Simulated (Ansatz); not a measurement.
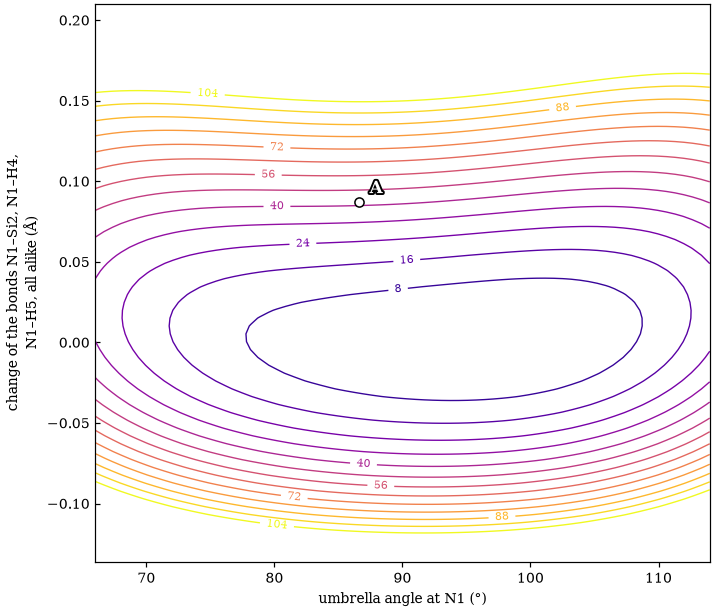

FH₄NSi, SMILES N[SiH2]F. 
- Coordinates scanned: (1) umbrella angle at N1 (between each of its bonds and their common axis; 90 is planar); (2) change of the bonds N1–Si2, N1–H4, N1–H5, all alike.
- Nothing is relaxed (all other coordinates rigid).
- Grid: 15 × 15 points.
- Points are written as (first, second).
- Energies: kJ/mol, counted from the relaxed molecule at the same level.
- Method: RKS B3LYP-D4/def2-TZVP (Ansatz 0.2.0).

The picture shows contour lines labelled in kJ/mol (none above 104), the point A. Between grid points the surface is interpolated.

Q: Which way does the force act at A, and how strong is it?

A: A, at (86.6°, 0.087 Å), is not a stationary point. The computed force is 0.16 kJ/mol for each degree towards larger values of the first coordinate and 810 kJ/mol for each Å towards smaller values of the second coordinate.
